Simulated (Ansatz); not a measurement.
# CAM-B3LYP/cc-pVDZ run of CH2FNSSi (SMILES FC1=N[SiH2]S1)

Aim: the vertical singlet–triplet gap of CH2FNSSi at CAM-B3LYP/cc-pVDZ, from 2 runs. 

The results are computed with Ansatz 0.2.0.

111 further runs of the same task are left out: 111 set aside as unsound or not needed. Runs told in other sessions of the task aren't counted.

## 1. The structure to begin with

CH2FNSSi has 7 atoms, charge 0, and is taken as a singlet. SMILES: `FC1=N[SiH2]S1`. The coordinates come from a PBE0-D4/def2-TZVP relaxation.

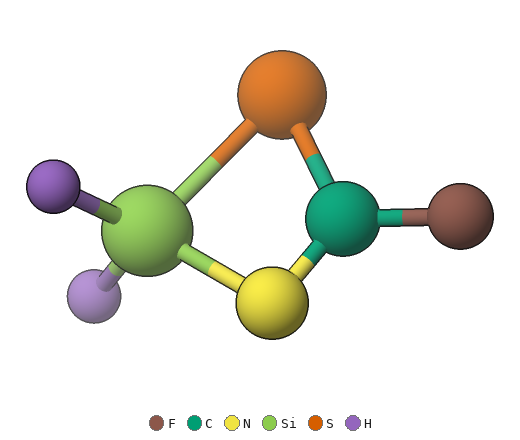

The structure, seen from a chosen angle (fluorine brown, carbon teal, nitrogen yellow, silicon green, sulfur orange, hydrogen purple).

## 2. A single-point energy at CAM-B3LYP/cc-pVDZ

run.yaml reads:

```yaml
crystal:
  periodic: [false, false, false]
  atoms:
    - symbol: F
      position_ang: [1.147800, -1.939300, 1.137100]
    - symbol: C
      position_ang: [0.551100, -0.929900, 0.538600]
    - symbol: "N"
      position_ang: [-0.672300, -0.915900, 0.221400]
    - symbol: Si
      position_ang: [-0.525200, 0.696600, -0.454900]
    - symbol: S
      position_ang: [1.547900, 0.494500, 0.161700]
    - symbol: H
      position_ang: [-1.272100, 1.746800, 0.268200]
    - symbol: H
      position_ang: [-0.716300, 0.779100, -1.917900]
basis:
  gaussian:
    orbitals: cc-pVDZ
hamiltonian:
  xc: {name: CAM-B3LYP}
accuracy: high
output: {orbitals: {seedname: orbitals}}
```

Command:

```
ansatz run run.yaml --threads 1 --pin off --max-ram 2610MiB --events-out events.jsonl --progress --plain --runs-dir runs
```

Log:

```text
Warning: RAYON_NUM_THREADS=1 ignored (pool sized by the plan → 1); use --threads N
Functional definition: CAM-B3LYP
  name "CAM-B3LYP"
  parameter alpha = 0.19
  parameter beta = 0.46
  parameter omega = 0.33/bohr
  parameter ac = 0.81
  exchange = (1 - alpha - beta)*b88_x + beta*b88_x_sr(omega) + alpha*exact_x + beta*exact_x_lr(omega)
  correlation = (1 - ac)*vwn5_c + ac*lyp_c
2031 factors; integrals over basis functions are off by at most 3.5e-9 eV
400 factors; integrals over basis functions are off by at most 2.3e-9 eV
mean field evaluation 1: about -23982.9740 eV, gradient 4.9e1 eV
mean field evaluation 2: about -23977.6948 eV, gradient 6.9e1 eV
mean field evaluation 4: about -23987.7109 eV, gradient 3.1e0 eV
mean field evaluation 8: about -23987.9144 eV, gradient 3.6e-1 eV
mean field evaluation 16: about -23987.9148 eV, gradient 6.3e-5 eV
mean field -23987.91477808 eV, -881.5396085020 hartree, gradient 5.4e-8 eV, S^2 0.000000; 0 other end points of the search recorded, 0 dependent functions left out
reference -23987.91479533 eV, -881.5396091358 hartree; 27, 27 occupied and 61, 61 virtual orbitals, 2031 factors
Total energy: -23987.91479533 eV, -881.5396091358 hartree
```

Wall time 9.9 s (1 thread of Arm Neoverse V2, shared host); peak memory 0.36 GiB.

## 3. The triplet, same level

in.yaml reads:

```yaml
crystal:
  periodic: [false, false, false]
  atoms:
    - {symbol: F, position_ang: [1.147800, -1.939300, 1.137100]}
    - {symbol: C, position_ang: [0.551100, -0.929900, 0.538600]}
    - {symbol: "N", position_ang: [-0.672300, -0.915900, 0.221400]}
    - {symbol: Si, position_ang: [-0.525200, 0.696600, -0.454900]}
    - {symbol: S, position_ang: [1.547900, 0.494500, 0.161700]}
    - {symbol: H, position_ang: [-1.272100, 1.746800, 0.268200]}
    - {symbol: H, position_ang: [-0.716300, 0.779100, -1.917900]}
basis:
  gaussian: {orbitals: cc-pVDZ}
magnetization: {spin_polarized: true, initial_magnetization: 2}
hamiltonian: {xc: {name: CAM-B3LYP}}
accuracy: high
output: {orbitals: {seedname: orbitals}}
```

Command:

```
ansatz run in.yaml --threads 1 --pin off --max-ram 2610MiB --events-out events.jsonl --progress --plain --runs-dir runs
```

Log:

```text
Warning: RAYON_NUM_THREADS=1 ignored (pool sized by the plan → 1); use --threads N
[... 8 set-up lines as earlier in the session ...]
2031 factors; integrals over basis functions are off by at most 3.5e-9 eV
400 factors; integrals over basis functions are off by at most 2.3e-9 eV
mean field evaluation 1: about -23975.0462 eV, gradient 4.0e1 eV
mean field evaluation 2: about -23937.2003 eV, gradient 8.8e1 eV
mean field evaluation 4: about -23982.3089 eV, gradient 6.6e0 eV
mean field evaluation 8: about -23982.7046 eV, gradient 5.1e-1 eV
mean field evaluation 16: about -23982.9129 eV, gradient 1.1e-2 eV
mean field evaluation 32: about -23982.9129 eV, gradient 8.0e-6 eV
mean field -23982.91287728 eV, -881.3557920378 hartree, gradient 5.5e-8 eV, S^2 2.011788; 4 other end points of the search recorded, 0 dependent functions left out
reference -23982.91289453 eV, -881.3557926717 hartree; 28, 26 occupied and 60, 62 virtual orbitals, 2031 factors
Total energy: -23982.91289453 eV, -881.3557926717 hartree
```

Run time: 39 s. Hardware: 1 thread of Arm Neoverse V2, shared host; peak memory 0.53 GiB.

## 4. Summary of results

At CAM-B3LYP/cc-pVDZ:

```
                                        quantity          value
                           singlet: total energy  -881.53961 Eh
                            singlet: HOMO energy       -8.90 eV
                            singlet: LUMO energy        0.60 eV
                          singlet: HOMO–LUMO gap        9.50 eV
                           triplet: total energy  -881.35579 Eh
     triplet: HOMO energy (highest over α and β)       -4.31 eV
      triplet: LUMO energy (lowest over α and β)       -4.02 eV
                                   triplet: ⟨S²⟩          2.012
vertical energy of the triplet above the singlet       5.002 eV
```

In words: At this shape the triplet lies 5.00 eV (483 kJ/mol) above the singlet.
